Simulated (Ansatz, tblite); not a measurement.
**Si32H38 off sphere (Si₃₂H₃₈): spin states and exact exchange**

Is the singlet the ground state of Si32H38 off sphere (Si₃₂H₃₈)? Other spin states are computed and compared level by level.

The runs use Ansatz 0.2.0, Gaussian basis; as each input shows.

Levels to be run: triplet, at the geometry of the singlet (GFN1-xTB, GFN2-xTB, PBE0-D4/def2-TZVP, PBE-D4/def2-TZVP); the singlet's energies come from earlier runs.

1 further run of the same task is left out (set aside as unsound or not needed).

## Step 1: The structure

The geometry is that of the singlet, from an earlier relaxation (PBE-D4/def2-SVP).

70 atoms, charge 0, spin multiplicity 1.

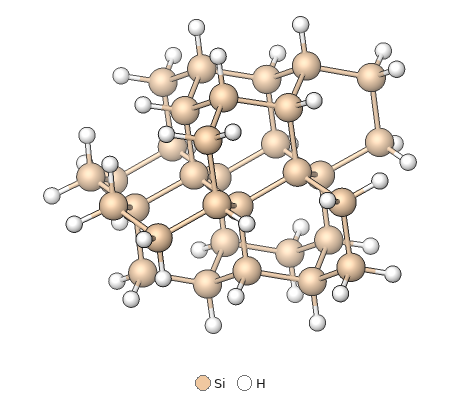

The structure; silicon light orange, hydrogen white.

## Step 2: Triplet at the fixed geometry, GFN1-xTB

Tight binding, by tblite at 300 K electronic temperature and without a spin-polarisation term:

```python
tblite.interface.Calculator('GFN1-xTB', numbers, positions, charge=0, uhf=2).singlepoint()
```

Energy -2157.3984 eV; 1.7 s.

## Step 3: Triplet at the fixed geometry, GFN2-xTB

Tight binding, by tblite at 300 K electronic temperature and without a spin-polarisation term:

```python
tblite.interface.Calculator('GFN2-xTB', numbers, positions, charge=0, uhf=2).singlepoint()
```

Energy -2015.2626 eV; 3.1 s.

## Step 4: Triplet at the fixed geometry, PBE0-D4/def2-TZVP

The input, in.yaml:

```yaml
crystal:
  periodic: [false, false, false]
  atoms:
    - {symbol: Si, position_ang: [-1.314657, -4.859597, -0.524300]}
    - {symbol: Si, position_ang: [-3.211305, -3.760030, 0.330007]}
    - {symbol: Si, position_ang: [-3.275964, -1.572396, -2.840172]}
    - {symbol: Si, position_ang: [-3.252296, -1.552425, -0.475755]}
    - {symbol: Si, position_ang: [-5.151111, -0.424885, 0.327738]}
    - {symbol: Si, position_ang: [-5.154605, 1.769768, -0.520122]}
    - {symbol: Si, position_ang: [0.598344, -3.755888, 0.284059]}
    - {symbol: Si, position_ang: [0.585770, -3.792071, 2.650717]}
    - {symbol: Si, position_ang: [0.562326, -1.558241, -2.860758]}
    - {symbol: Si, position_ang: [-1.365033, -0.470596, -3.658796]}
    - {symbol: Si, position_ang: [0.567800, -1.540492, -0.498005]}
    - {symbol: Si, position_ang: [-1.339375, -0.443588, 0.317057]}
    - {symbol: Si, position_ang: [0.551583, -1.588983, 3.477642]}
    - {symbol: Si, position_ang: [-1.355374, -0.465619, 2.679989]}
    - {symbol: Si, position_ang: [-1.349722, 1.745313, -2.866542]}
    - {symbol: Si, position_ang: [-1.335365, 1.757673, -0.502417]}
    - {symbol: Si, position_ang: [-3.244541, 2.873226, 0.296105]}
    - {symbol: Si, position_ang: [-1.366798, 1.746005, 3.480920]}
    - {symbol: Si, position_ang: [-3.272094, 2.861207, 2.664277]}
    - {symbol: Si, position_ang: [4.402605, -1.572294, -2.819170]}
    - {symbol: Si, position_ang: [2.493694, -0.475249, -3.654255]}
    - {symbol: Si, position_ang: [4.377258, -1.545759, -0.451237]}
    - {symbol: Si, position_ang: [2.462171, -0.433495, 0.330130]}
    - {symbol: Si, position_ang: [2.458940, -0.454533, 2.694458]}
    - {symbol: Si, position_ang: [2.475537, 1.743679, -2.871573]}
    - {symbol: Si, position_ang: [0.562331, 2.858699, -3.671232]}
    - {symbol: Si, position_ang: [2.477548, 1.759325, -0.506781]}
    - {symbol: Si, position_ang: [0.572263, 2.855700, 0.319528]}
    - {symbol: Si, position_ang: [2.492869, 1.757668, 3.490376]}
    - {symbol: Si, position_ang: [0.562748, 2.838455, 2.687487]}
    - {symbol: Si, position_ang: [4.405713, 2.833488, 0.296083]}
    - {symbol: Si, position_ang: [4.415409, 2.840409, 2.665755]}
    - {symbol: H, position_ang: [-1.299756, -6.310272, -0.107202]}
    - {symbol: H, position_ang: [-1.349125, -4.800998, -2.031526]}
    - {symbol: H, position_ang: [-4.476868, -4.473196, -0.079362]}
    - {symbol: H, position_ang: [-3.148624, -3.741128, 1.837419]}
    - {symbol: H, position_ang: [-3.299488, -2.998817, -3.333526]}
    - {symbol: H, position_ang: [-4.524141, -0.887390, -3.341714]}
    - {symbol: H, position_ang: [-6.398754, -1.165728, -0.087344]}
    - {symbol: H, position_ang: [-5.106366, -0.386337, 1.835334]}
    - {symbol: H, position_ang: [-5.112027, 1.714074, -2.027341]}
    - {symbol: H, position_ang: [-6.406398, 2.506003, -0.108479]}
    - {symbol: H, position_ang: [1.850027, -4.429199, -0.229047]}
    - {symbol: H, position_ang: [-0.625990, -4.546254, 3.142382]}
    - {symbol: H, position_ang: [1.816048, -4.507742, 3.151765]}
    - {symbol: H, position_ang: [0.561611, -2.995022, -3.330704]}
    - {symbol: H, position_ang: [-1.351802, -0.465877, -5.170241]}
    - {symbol: H, position_ang: [0.540662, -1.577923, 4.988787]}
    - {symbol: H, position_ang: [-2.598436, -1.181410, 3.155788]}
    - {symbol: H, position_ang: [-2.597534, 2.450738, -3.346377]}
    - {symbol: H, position_ang: [-3.208948, 4.300628, -0.198690]}
    - {symbol: H, position_ang: [-1.353893, 1.732912, 4.991897]}
    - {symbol: H, position_ang: [-4.521341, 2.172076, 3.157280]}
    - {symbol: H, position_ang: [-3.292838, 4.282043, 3.172049]}
    - {symbol: H, position_ang: [4.422779, -2.998071, -3.312448]}
    - {symbol: H, position_ang: [5.646043, -0.882859, -3.324459]}
    - {symbol: H, position_ang: [2.489782, -0.480599, -5.165430]}
    - {symbol: H, position_ang: [4.382827, -2.957465, 0.080843]}
    - {symbol: H, position_ang: [5.608606, -0.848344, 0.072049]}
    - {symbol: H, position_ang: [3.700507, -1.180546, 3.161252]}
    - {symbol: H, position_ang: [3.722789, 2.448459, -3.354587]}
    - {symbol: H, position_ang: [0.558331, 2.858843, -5.180361]}
    - {symbol: H, position_ang: [0.564390, 4.290594, -3.194743]}
    - {symbol: H, position_ang: [0.565924, 4.289269, -0.159144]}
    - {symbol: H, position_ang: [2.479628, 1.755865, 5.001118]}
    - {symbol: H, position_ang: [0.553366, 4.272160, 3.165902]}
    - {symbol: H, position_ang: [5.629483, 2.118896, -0.222019]}
    - {symbol: H, position_ang: [4.441632, 4.251031, -0.219382]}
    - {symbol: H, position_ang: [5.648782, 2.133848, 3.172144]}
    - {symbol: H, position_ang: [4.452408, 4.263282, 3.166912]}
basis:
  gaussian: {orbitals: def2-TZVP, fitting: {mean_field: def2-universal-jkfit}}
magnetization: {spin_polarized: true, initial_magnetization: 2}
hamiltonian: {xc: pbe0, dispersion: d4}
scf: {omitted_lower_state_checks: [starts]}
output: {orbitals: {seedname: orbitals}}
```

Command:

```console
$ ansatz run in.yaml --threads 11 --pin off --events-out ev --progress --plain --max-ram 110592MiB --backend cuda --devices 0, --max-vram 75GiB
```

The program printed:

```text
Functional definition: PBE0
  name "PBE0"
  cite "Adamo & Barone, J. Chem. Phys. 110, 6158 (1999) doi:10.1063/1.478522"
  cite "Perdew, Burke & Ernzerhof, Phys. Rev. Lett. 77, 3865 (1996) doi:10.1103/PhysRevLett.77.3865"
  parent pbe
  parameter a = 0.25
  parameter kappa = 0.804
  parameter beta = 0.06672455060314922
  exchange = (1 - a)*pbe_x(kappa = kappa, mu = beta*pi^2/3) + a*exact_x
  correlation = pbe_c(beta = beta)
these checks for a lower state are left out or cut short: starts
4780 factors; integrals over basis functions are off by at most 5.8e-1 eV
mean field evaluation 1: about -252610.0973 eV, gradient 2.0e1 eV
mean field evaluation 2: about -252611.2911 eV, gradient 1.7e1 eV
mean field evaluation 4: about -252613.0052 eV, gradient 4.5e0 eV
mean field evaluation 8: about -252613.1193 eV, gradient 8.0e-1 eV
mean field evaluation 16: about -252613.1307 eV, gradient 6.2e-2 eV
mean field evaluation 32: about -252613.1350 eV, gradient 8.1e-6 eV
mean field -252613.13496129 eV, -9283.3614824947 hartree, gradient 8.1e-6 eV, S^2 2.005642; 0 other end points of the search recorded, 0 dependent functions left out
reference -252613.13506299 eV, -9283.3614862321 hartree; 244, 242 occupied and 1168, 1170 virtual orbitals, 4780 factors
Total energy: -252618.69167991 eV, -9283.5656881373 hartree
Checks for a lower state left out: starts
```

Wall time 51 s (1 × H100 with 11 threads of AMD EPYC 7R13, shared host); peak host memory 2.7 GiB.

HOMO -2.90 eV, LUMO -5.72 eV (over both spins; with the spin held, an empty level of the minority spin lies below the top filled one); ⟨S²⟩ 2.006 (pure: 2.00).

## Step 5: Triplet at the fixed geometry, PBE-D4/def2-TZVP

start.molden holds the orbitals of an earlier run on this state, given as this run's starting guess.

Edit in.yaml of step 4 so:

```diff
@@ -74,5 +74,5 @@
 basis:
-  gaussian: {orbitals: def2-TZVP, fitting: {mean_field: def2-universal-jkfit}}
+  gaussian: {orbitals: def2-TZVP, fitting: {mean_field: def2-universal-jkfit}, initial_orbitals: start.molden}
 magnetization: {spin_polarized: true, initial_magnetization: 2}
-hamiltonian: {xc: pbe0, dispersion: d4}
+hamiltonian: {xc: pbe, dispersion: d4}
 scf: {omitted_lower_state_checks: [starts]}
```

Same command.

The program printed:

```text
Functional definition: PBE
  name "PBE"
  cite "Perdew, Burke & Ernzerhof, Phys. Rev. Lett. 77, 3865 (1996) doi:10.1103/PhysRevLett.77.3865"
  parent pbe
  parameter kappa = 0.804
  parameter beta = 0.06672455060314922
  exchange = pbe_x(kappa = kappa, mu = beta*pi^2/3)
  correlation = pbe_c(beta = beta)
these checks for a lower state are left out or cut short: starts
4780 factors; integrals over basis functions are off by at most 5.8e-1 eV
mean field evaluation 1: about -252587.6124 eV, gradient 2.4e1 eV
mean field evaluation 2: about -252588.5429 eV, gradient 1.2e0 eV
mean field evaluation 4: about -252588.5424 eV, gradient 1.7e-1 eV
mean field evaluation 8: about -252588.5451 eV, gradient 1.4e-3 eV
mean field evaluation 16: about -252588.5451 eV, gradient 2.2e-5 eV
mean field -252588.54510902 eV, -9282.4578220912 hartree, gradient 2.1e-6 eV, S^2 2.001808; 0 other end points of the search recorded, 0 dependent functions left out
reference -252588.54524233 eV, -9282.4578269902 hartree; 244, 242 occupied and 1168, 1170 virtual orbitals, 4780 factors
Total energy: -252594.59172516 eV, -9282.6800311361 hartree
Checks for a lower state left out: starts
```

Wall time 26 s (1 × H100 with 11 threads of AMD EPYC 7R13, shared host); peak host memory 2.6 GiB.

HOMO -2.68 eV, LUMO -5.77 eV (over both spins; with the spin held, an empty level of the minority spin lies below the top filled one); ⟨S²⟩ 2.002 (pure: 2.00).

## Step 6: Triplet less singlet, vertical

The singlet's energies are those of its earlier runs, whose logs aren't repeated here.

```csv
level,"triplet less singlet, vertical (kJ/mol)",time
GFN1-xTB,+226.8,2.8 s
GFN2-xTB,+247.4,5.2 s
PBE-D4/def2-TZVP,+304.7,34 s
PBE0-D4/def2-TZVP,+367.0,66 s
```

Times add the two runs; a level without a time comes out of a correlated run. Tight binding without a spin term can't rank spin states.

## Step 7: What came out

```
                                                quantity                                       value
triplet less singlet, vertical, functionals in def2-TZVP  +304.7 (PBE-D4) to +367.0 kJ/mol (PBE0-D4)
```

**Reading.** All functionals put the triplet above the singlet, over a spread of 62.3 kJ/mol. The checks for a lower triplet were left out, so another state of that spin may lie lower. These are electronic energies, without zero-point motion, entropy or surroundings.
